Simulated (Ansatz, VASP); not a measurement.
# GaP: VASP beside Ansatz

One calculation is typed for both programs; each brings its own data sets. How far apart do they land? Of the first pair: The cell is taken from a series of VASP runs on this material, whose earlier steps may have relaxed, scaled or displaced it; both programs get it as it stands. Valence electrons are named where the data sets of a main pair hold unlike numbers.

Program: Ansatz 0.2.0. Level of theory: plane waves, with VASP 6.6.1 beside it; band structure at r2SCAN with rVV10 and single point at r2SCAN with rVV10. Results are calculated unless marked as measured.

### 1. The structure

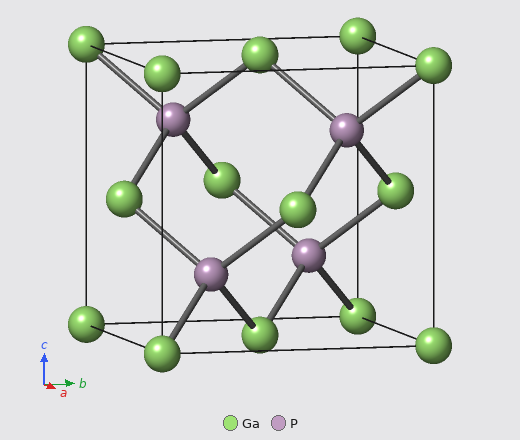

Start, viewed slightly off an axis; gallium green, phosphorus pink. This picture shows the conventional cell, with its axes. Bonds to atoms that aren't drawn are left out. Some periodic images of atoms are drawn too.

### 2. VASP: band structure, r2SCAN with rVV10

Levels along a path test the potential and the projectors away from the mesh points.

Lines of VASP's logs that name or quote its potential files are left out, and so is its time.

Input file INCAR:

```
SYSTEM = GaP
PREC = Accurate
ENCUT = 400
EDIFF = 1E-06
NELM = 100
ISMEAR = 0
SIGMA = 0.05
LREAL = .FALSE.
ALGO = Normal
METAGGA = R2SCAN
LUSE_VDW = .TRUE.
IVDW_NL = 2
BPARAM = 11.95
CPARAM = 0.0093
LASPH = .TRUE.
NBANDS = 21
LORBIT = 11
LWAVE = .FALSE.
LCHARG = .FALSE.
KPAR = 2
```

Input file POSCAR:

```
GaP
1.0
    0.0000000000      2.7146945537      2.7146945537
    2.7146945537      0.0000000000      2.7146945537
    2.7146945537      2.7146945537      0.0000000000
Ga P
1 1
Direct
    0.0000000000      0.0000000000      0.0000000000
    0.2500000000      0.2500000000      0.2500000000
```

Input file KPOINTS:

```
Automatic mesh
0
Gamma
7 7 7
0 0 0
```

Input file KPOINTS_OPT:

```
Line mode
16
Line-mode
Reciprocal
  0.00000000   0.00000000   0.00000000 GAMMA
  0.50000000   0.00000000   0.50000000 X

  0.50000000   0.00000000   0.50000000 X
  0.50000000   0.25000000   0.75000000 W

  0.50000000   0.25000000   0.75000000 W
  0.37500000   0.37500000   0.75000000 K

  0.37500000   0.37500000   0.75000000 K
  0.00000000   0.00000000   0.00000000 GAMMA

  0.00000000   0.00000000   0.00000000 GAMMA
  0.50000000   0.50000000   0.50000000 L

  0.50000000   0.50000000   0.50000000 L
  0.62500000   0.25000000   0.62500000 U

  0.62500000   0.25000000   0.62500000 U
  0.50000000   0.25000000   0.75000000 W

  0.50000000   0.25000000   0.75000000 W
  0.50000000   0.50000000   0.50000000 L

  0.50000000   0.50000000   0.50000000 L
  0.37500000   0.37500000   0.75000000 K

  0.62500000   0.25000000   0.62500000 U
  0.50000000   0.00000000   0.50000000 X
```

Potentials, in the order of the species: Ga_d and P (PBE family, release 64).

The run is started by

```sh
> mpirun -np 2 vasp_std
```

Numbers of over 12 decimals in the logs are rounded to 6 here.

What it wrote:

```text
[banner, memory and clock lines left out]
running    2 mpi-ranks, on    1 nodes
 distrk:  each k-point on    1 cores,    2 groups
 distr:  one band on    1 cores,    1 groups

 POSCAR found type information on POSCAR GaP
 POSCAR found :  2 types and       2 ions
|                                                                             |
|               ----> ADVICE to this user running VASP <----                  |
|                                                                             |
|     You have switched on vdW-DFT.                                           |
|     This routine was written and supplied by Jiri Klimes. We recommend      |
|     that you carefully read and cite the following publications:            |
|       J. Klimes, D.R. Bowler, A. Michelides                                 |
|          J. Phys.: Cond Matt. 22 022201 (2010)                              |
|       J. Klimes, D.R. Bowler, A. Michelides                                 |
|          Phys. Rev. B. 83, 195131 (2011)                                    |
|     and references therein.                                                 |
|                                                                             |

|                                                                             |
|               ----> ADVICE to this user running VASP <----                  |
|                                                                             |
|     You enforced a specific xc type in the INCAR file but a different       |
|     [... a line on the potential file left out ...]
|     I HOPE YOU KNOW WHAT YOU ARE DOING!                                     |
|                                                                             |

 LDA part: xc-table for (None), standard interpolation
 POSCAR, INCAR and KPOINTS ok, starting setup
 FFT: planning ... GRIDC
 FFT: planning ... GRID_SOFT
 FFT: planning ... GRID
 WAVECAR not read
 entering main loop
       N       E                     dE             d eps       ncg     rms          rms(c)
Total rVV10 correction in eV:      0.4882326    20.1367708
Total rVV10 correction in eV:      0.4882326    20.1367708
DAV:   1     0.841141080962E+02    0.84114E+02   -0.72670E+03   906   0.110E+03
DAV:   2    -0.132139845398E+02   -0.97328E+02   -0.90196E+02   876   0.288E+02
DAV:   3    -0.230438384362E+02   -0.98299E+01   -0.97350E+01  1029   0.639E+01
DAV:   4    -0.232227627115E+02   -0.17892E+00   -0.17883E+00   960   0.906E+00
DAV:   5    -0.232248377984E+02   -0.20751E-02   -0.20750E-02   999   0.966E-01    0.489E+00
Total rVV10 correction in eV:      0.4950943    20.1367720
Total rVV10 correction in eV:      0.4950943    20.1367720
DAV:   6    -0.209516525102E+02    0.22732E+01   -0.46205E-01   935   0.112E+01    0.319E+00
Total rVV10 correction in eV:      0.5054632    20.1367720
Total rVV10 correction in eV:      0.5054632    20.1367720
DAV:   7    -0.209402010587E+02    0.11451E-01   -0.17151E-01   948   0.286E+00    0.164E+00
Total rVV10 correction in eV:      0.5096162    20.1367720
Total rVV10 correction in eV:      0.5096162    20.1367720
DAV:   8    -0.209438669642E+02   -0.36659E-02   -0.91981E-03   990   0.605E-01    0.636E-01
Total rVV10 correction in eV:      0.5113086    20.1367720
Total rVV10 correction in eV:      0.5113086    20.1367720
DAV:   9    -0.209438797854E+02   -0.12821E-04   -0.14483E-03   955   0.335E-01    0.643E-02
Total rVV10 correction in eV:      0.5112982    20.1367720
Total rVV10 correction in eV:      0.5112982    20.1367720
DAV:  10    -0.209438693108E+02    0.10475E-04   -0.13164E-04   995   0.652E-02    0.374E-02
Total rVV10 correction in eV:      0.5115845    20.1367720
Total rVV10 correction in eV:      0.5115845    20.1367720
DAV:  11    -0.209438591108E+02    0.10200E-04   -0.12416E-05   930   0.229E-02    0.961E-03
Total rVV10 correction in eV:      0.5116233    20.1367720
Total rVV10 correction in eV:      0.5116233    20.1367720
DAV:  12    -0.209438594163E+02   -0.30557E-06   -0.11202E-06   867   0.719E-03
Total rVV10 correction in eV:      0.5116193    20.1367720
Total rVV10 correction in eV:      0.5116193    20.1367720
Total rVV10 correction in eV:      0.5116225    20.1367720
Total rVV10 correction in eV:      0.5116225    20.1367720
   1 F= -.20943859E+02 E0= -.20943859E+02  d E =-.659441E-17
 Start KPOINTS_OPT (optional k-point list driver)
k-point batch [1-20\160]
       N       E                     dE             ncg
DAV:   1     0.969148945395E+02   -0.70841E+04      916
DAV:   2    -0.191530735819E+04   -0.20122E+04      903
DAV:   3    -0.211701035609E+04   -0.20170E+03      987
DAV:   4    -0.212103105041E+04   -0.40207E+01     1001
DAV:   5    -0.212107656646E+04   -0.45516E-01      991
DAV:   6    -0.212107799022E+04   -0.14238E-02     1113
DAV:   7    -0.212107802449E+04   -0.34273E-04      994
DAV:   8    -0.212107802603E+04   -0.15409E-05      863
DAV:   9    -0.212107802613E+04   -0.98241E-07      660
[...]
k-point batch [141-160\160]
       N       E                     dE             ncg
DAV:   1    -0.184791182446E+03   -0.12252E+05      974
DAV:   2    -0.208980231082E+04   -0.19050E+04      884
DAV:   3    -0.226300458227E+04   -0.17320E+03     1086
DAV:   4    -0.226589439736E+04   -0.28898E+01      976
DAV:   5    -0.226592996964E+04   -0.35572E-01     1029
DAV:   6    -0.226593142451E+04   -0.14549E-02     1204
DAV:   7    -0.226593143440E+04   -0.98919E-05      964
DAV:   8    -0.226593143489E+04   -0.49053E-06      866
```

OUTCAR, selected parts (step 2):

```text
ion  position               nearest neighbor table
   1  0.000  0.000  0.000-   2 2.35   2 2.35   2 2.35   2 2.35
   2  0.250  0.250  0.250-   1 2.35   1 2.35   1 2.35   1 2.35

  LATTYP: Found a face centered cubic cell.
 ALAT       =     5.4293891074

 Subroutine GETGRP returns: Found 24 space group operations
 (whereof 24 operations were pure point group operations)

The static configuration has the point symmetry T_d .

 Found     20 irreducible k-points:

   k-points           NKPTS =     20   k-points in BZ     NKDIM =     20   number of bands    NBANDS=     21

   dimension x,y,z NGX =    28 NGY =   28 NGZ =   28
   dimension x,y,z NGXF=    56 NGYF=   56 NGZF=   56

   ENCUT  =  400.0 eV  29.40 Ry    5.42 a.u.   6.26  6.26  6.26*2*pi/ulx,y,z

   NELECT =      18.0000    total number of electrons

 k-points in reciprocal lattice and weights: Automatic mesh
   0.00000000  0.00000000  0.00000000       0.003
   0.14285714  0.00000000  0.00000000       0.023
   0.28571429  0.00000000  0.00000000       0.023
   0.42857143  0.00000000  0.00000000       0.023
   0.14285714  0.14285714  0.00000000       0.017
   0.28571429  0.14285714  0.00000000       0.070
   0.42857143  0.14285714  0.00000000       0.070
  -0.42857143  0.14285714  0.00000000       0.070
  -0.28571429  0.14285714  0.00000000       0.070
[...]
-0.42857143  0.42857143  0.14285714       0.070
  -0.28571429  0.42857143  0.14285714       0.070

 average (electrostatic) potential at core
       1 -70.0619       2 -86.3539

 E-fermi :   4.8563

 k-point     1 :       0.0000    0.0000    0.0000
  band No.  band energies     occupation
    ...
      5     -10.3009      2.00000
      6      -8.5466      2.00000
      7       4.5768      2.00000
      8       4.5768      2.00000
      9       4.5768      2.00000
     10       7.0044      0.00000
     11       8.7493      0.00000
     12       8.7494      0.00000
     13       8.7494      0.00000
     14      14.0045      0.00000
    ...

 k-point     2 :       0.1429    0.0000    0.0000
  band No.  band energies     occupation
    ...
      5     -10.3009      2.00000
      6      -8.2637      2.00000
      7       2.6027      2.00000
      8       4.2708      2.00000
      9       4.2708      2.00000
     10       7.4918      0.00000
     11       9.2130      0.00000
     12       9.2131      0.00000
     13       9.7042      0.00000
     14      14.1076      0.00000
    ...

 k-point     3 :       0.2857    0.0000    0.0000
  band No.  band energies     occupation
    ...
      5     -10.2988      2.00000
      6      -7.4836      2.00000
      7      -0.0611      2.00000
      8       3.7525      2.00000
      9       3.7525      2.00000
     10       7.0131      0.00000
     11       9.7118      0.00000
     12       9.7119      0.00000
     13      12.0868      0.00000
     14      14.2595      0.00000
    ...

  Total        0.0275239      0.0275239      0.0275239     -0.0000000      0.0000000     -0.0000000
  in kB        1.1021153      1.1021153      1.1021153     -0.0000000      0.0000000     -0.0000000
  external PRESSURE =       1.1021153 kB  Pullay stress =       0.0000000 kB

  energy-cutoff  :      400.00
  volume of cell :       40.01
      direct lattice vectors                 reciprocal lattice vectors
     0.000000000  2.714694554  2.714694554    -0.184182784  0.184182784  0.184182784
     2.714694554  0.000000000  2.714694554     0.184182784 -0.184182784  0.184182784
     2.714694554  2.714694554  0.000000000     0.184182784  0.184182784 -0.184182784

 POSITION                                       TOTAL-FORCE (eV/Angst)
 -----------------------------------------------------------------------------------
      0.00000      0.00000      0.00000        -0.000000     -0.000000      0.000000
      1.35735      1.35735      1.35735         0.000000      0.000000     -0.000000
 -----------------------------------------------------------------------------------
    total drift:                               -0.000002     -0.000002     -0.000002

  FREE ENERGIE OF THE ION-ELECTRON SYSTEM (eV)
  ---------------------------------------------------
  free  energy   TOTEN  =       -20.9438594163 eV

  energy  without entropy=      -20.9438594163  energy(sigma->0) =      -20.94385942

 total charge
# of ion       s       p       d       tot
------------------------------------------
    1        0.831   0.859  10.020  11.710
    2        1.007   1.545   0.000   2.553
--------------------------------------------------
tot          1.838   2.405  10.020  14.263

[... 3 further parts left out ...]
```

Spin-orbit coupling is off here; it would split degenerate levels. The PAW data sets were made with PBE, which is usual practice but a small mismatch for other functionals.

### 3. Ansatz: band structure, r2SCAN with rVV10

Ansatz runs on its default PAW (the set named soft_2) files.

The same cell, functional, mesh and smearing now go to Ansatz, which takes its cutoff from its data sets.

Input file input.yaml:

```yaml
crystal:
  lattice:
    - [0.0, 2.7146945537, 2.7146945537]
    - [2.7146945537, 0.0, 2.7146945537]
    - [2.7146945537, 2.7146945537, 0.0]
  atoms:
    - { symbol: Ga, position: [0.0, 0.0, 0.0] }
    - { symbol: P, position: [0.25, 0.25, 0.25] }
hamiltonian:
  xc: r2scan
  pseudopotentials: { kind: paw }
  dispersion: rvv10
kpoints:
  mp_grid: { grid: [7, 7, 7] }
  band_path:
    path:
      - [0.0, 0.0, 0.0]
      - [0.16667, 0.0, 0.16667]
      - [0.33333, 0.0, 0.33333]
      - [0.43333, 0.0, 0.43333]
      - [0.5, 0.0, 0.5]
      - [0.5, 0.08333, 0.58333]
      - [0.5, 0.18333, 0.68333]
      - [0.5, 0.25, 0.75]
      - [0.45, 0.3, 0.75]
      - [0.40833, 0.34167, 0.75]
      - [0.35, 0.35, 0.7]
      - [0.225, 0.225, 0.45]
      - [0.075, 0.075, 0.15]
      - [0.03333, 0.03333, 0.03333]
      - [0.23333, 0.23333, 0.23333]
      - [0.4, 0.4, 0.4]
      - [0.51667, 0.46667, 0.51667]
      - [0.55833, 0.38333, 0.55833]
      - [0.60833, 0.28333, 0.60833]
      - [0.60833, 0.25, 0.64167]
      - [0.55833, 0.25, 0.69167]
      - [0.51667, 0.25, 0.73333]
      - [0.5, 0.3, 0.7]
      - [0.5, 0.38333, 0.61667]
      - [0.5, 0.48333, 0.51667]
      - [0.475, 0.475, 0.55]
      - [0.425, 0.425, 0.65]
      - [0.38333, 0.38333, 0.73333]
      - [0.59167, 0.18333, 0.59167]
      - [0.55, 0.1, 0.55]
      - [0.5, 0.0, 0.5]
    npoints: 1
scf:
  occupations: { method: gaussian, width: 0.05 }
  n_extra_bands: 7
output:
  forces: true
  stress: true
  eigenvalues: true
```

The run is started by

```sh
> ansatz run input.yaml --threads 2 --pin off --max-ram 4608MiB --backend cpu --events-out ev --progress --plain --runs-dir out
```

What it wrote:

```text
scf.n_extra_bands = 7 over 9 filled bands (N_el = 18.0): the run solves 16 bands
Engine: ansatz 0.2.0, aarch64-unknown-linux-gnu
Pseudopotentials: kind: paw
Pseudopotential: Ga, paw, valence charge 13, recommended cutoff 500 eV (meta_gga), Ga.paw.azcp
Pseudopotential: P, paw, valence charge 5, recommended cutoff 500 eV (meta_gga), P.paw.azcp
Functional definition: r2SCAN+rVV10
  parameter k0 = 0.174
  parameter k1 = 0.065
  parameter a1 = 4.9479
  exchange = r2scan_x(k0 = k0, k1 = k1, a1 = a1)
  correlation = r2scan_c + rvv10(11.95, 0.0093)
Crystal: 2 atoms, lattice volume = 40.012 Å³
Basis set: ecut = 500 eV, 965 PW (Γ), exchange–correlation on 128×128×128 points (64 copies of the dense FFT grid, shifted against one another)
Bands: 16, of which v1, the nominal top of the filled ones, is band 9 counted from 1 (8 counted from 0)
Symmetry: 24 space group operations
Space group: F-43m (ITA 216), of the structure as read, at distance tolerance 3.4e-5 Å
k-points: 20 of 343 (time reversal used)
Non-local potential: Ga, projectors of the file, l = 0: 2, l = 1: 2, l = 2: 3, l = 3: 1
Non-local potential: P, projectors of the file, l = 0: 2, l = 1: 2, l = 2: 2
PAW form: soft (Blöchl's): semilocal exchange-correlation on the pseudo side does not see the compensation charge
rVV10 density: all electrons in the spheres
PAW frozen core: Ga, regenerated for the run's functional (the file was generated under x = pbe(κ = 0.804, μ = 0.219515), c = pbe(β = 0.066725))
PAW frozen core: P, regenerated for the run's functional (the file was generated under x = pbe(κ = 0.804, μ = 0.219515), c = pbe(β = 0.066725))
PAW one-centre angular grid: Ga, 590 points (default); XC on 160 Gauss nodes
PAW one-centre angular grid: P, 302 points (default); XC on 160 Gauss nodes
Initial density: superposition of atomic densities (neutral atoms: chi_scale 0, normalization atom), corrected by the library's trained network
Initial wavefunctions: pseudopotential atomic-orbital guess
Functional: x = r2scan, c = r2scan + rvv10(b = 11.95, C = 0.0093); τ floored in thin density (d = 2e-4 eV/Å³)
SCF iter   1: F=—  HF=-4548.786731 eV  |F-HF|=—  |Δ(HF+E_count)|=         —  Δρ=9.08e-3  dr2=2.10e-2  dr2_τ=7.51e-3  ethr=1.77e-3  ⟨swp⟩=6.0  Hψ=2034  notcnv=0  defer=6
preconditioner: auto → none  [insulator: Δε(μ)=1.698 eV  Ē_g=19.047 eV  σ=0.050 eV  W_gap=1.00  n_scr=14 (ndim 8)  ℏωp=24.9 eV  f_vac=0.011  D(μ)=0.00/eV (n_scr^D=0)  ε∞_Penn≈2.7]
SCF iter   2: F=—  HF=-4548.798232 eV  |F-HF|=—  |Δ(HF+E_count)|=   1.15e-2  Δρ=2.56e-3  dr2=3.78e-3  dr2_τ=1.11e-4  ethr=1.16e-4  ⟨swp⟩=2.3  Hψ=763  notcnv=0  defer=46
SCF iter   3: F=—  HF=-4548.796133 eV  |F-HF|=—  |Δ(HF+E_count)|=   2.10e-3  Δρ=1.66e-3  dr2=5.33e-4  dr2_τ=8.37e-6  ethr=2.10e-5  ⟨swp⟩=2.0  Hψ=548  notcnv=0  defer=46
SCF iter   4: F=—  HF=-4548.796330 eV  |F-HF|=—  |Δ(HF+E_count)|=   1.97e-4  Δρ=3.20e-4  dr2=5.07e-5  dr2_τ=6.84e-7  ethr=2.96e-6  ⟨swp⟩=2.5  Hψ=450  notcnv=0  defer=46
SCF iter   5: F=—  HF=-4548.796313 eV  |F-HF|=—  |Δ(HF+E_count)|=   1.72e-5  Δρ=1.12e-4  dr2=3.36e-6  dr2_τ=2.05e-8  ethr=2.82e-7  ⟨swp⟩=2.4  Hψ=373  notcnv=0  defer=46
SCF iter   6: F=—  HF=-4548.796312 eV  |F-HF|=—  |Δ(HF+E_count)|=   9.54e-7  Δρ=2.02e-5  dr2=1.05e-7  dr2_τ=4.80e-9  ethr=1.86e-8  ⟨swp⟩=2.0  Hψ=454  notcnv=0  defer=46
SCF iter   7: F=-4548.796312 eV  HF=-4548.796312 eV  |F-HF|=1.82e-12  |Δ(HF+E_count)|=   1.14e-7  Δρ=2.11e-6  dr2=1.76e-9  dr2_τ=2.72e-11  ethr=5.56e-10  ⟨swp⟩=9.8  Hψ=1759  notcnv=0
SCF 1 converged in 7 iterations: F = -4548.796312 eV  dr2 = 1.76e-9
  greatest PAW one-centre occupation: 0.993 electrons in one spin orbital (limit 2), on the Ga atom at site 0 (counted from 0), in its partial waves of l = 2
NSCF: frozen V_eff on 31 k-points
SCF converged after 7 iterations
Free energy (F): -4548.796312 eV
Harris-Foulkes:  -4548.796312 eV  (|F-HF|=1.82e-12)
Internal energy: -4548.796312 eV  (E = F + TS)
E sigma→0 (E₀):  -4548.796312 eV
Fermi energy:    7.929851 eV
--- Per-component energies (eV) ---
  E_band       = -65.487178
  E_kinetic    = 185.735200
  E_local      = -2194.339373  (includes V_loc(G=0)·N_el)
  E_nonlocal   = 460.333563
  E_hartree    = 1017.113547
  E_xc         = -119.456634
  E_vxc        = -124.683180  (∫ρ·V_xc dr)
  E_paw        = -2579.689837  (= ΣΔE_a)
  E_vpaw       = -432.780247  (= ΣTr[D̂ρ^β])
  E_aug_tail   = -0.000013  (compensation charges beyond the density's cutoff)
  E_vtau       = 6.020466  (kinetic-family band-sum trace: ∫τ·v_τ [+ j·A + Jᵃ·Aᵃ] dr)
  E_ewald      = -1317.748853
  E_core_change = -0.743912  (= ΣΔE_core)
  E_smearing   = -0.000000  (= −TS)
  E_closure    = 0.000000  (closes the sum)
  Σ components = -4548.796312   (vs F -4548.796312, Δ=0.00e0)
--- Forces (eV/Å), atoms counted from 1 ---
  atom   1  Ga     0.00000000    -0.00000000     0.00000000
  atom   2  P     -0.00000000     0.00000000     0.00000000
  max |Σ_I F_I| component: 9.25e-17 eV/Å
--- Stress (GPa, compression-positive) ---
        0.342357      -0.000000       0.000000
        0.000000       0.342357       0.000000
        0.000000       0.000000       0.342357
  P = ⅓ Tr σ = 0.3424 GPa (3.424 kbar)
--- Band table (eV; the first three rows and the last of 20) ---
  k-point 0: bands = [... 5 lower, -6.0862, 7.0423, 7.0423, 7.0423, 9.4891, 11.1969, 11.1969, 11.1969, ... 3 higher]
  k-point 1: bands = [... 5 lower, -5.8031, 5.0684, 6.7354, 6.7354, 9.9626, 11.6601, 11.6601, 12.1681, ... 3 higher]
  k-point 2: bands = [... 5 lower, -5.0229, 2.4020, 6.2160, 6.2160, 9.4806, 12.1575, 12.1575, 14.5573, ... 3 higher]
  k-point 19: bands = [... 5 lower, -2.9398, 0.3061, 2.9358, 4.0778, 10.8773, 12.7819, 13.8456, 14.5608, ... 3 higher]
```

The job ended after 7.5 s (2 threads of Arm Neoverse N1, shared host; peak memory 0.43 GiB; 14 s of CPU time).

(Continued in part 2 of 2.)

[Lines on the potential files, build, host, timing and source positions are cut from VASP's logs without a mark.]

[Logs are printed without paths, hosts, clocks, repeated set-up lines and the standing remarks that a program may print on its own settings, such as how far it seeks lower states.]

[Hosts, paths, dates, database ids (printed as entryN), source tags and the programs' standing remarks are cut or masked in the printed files.]
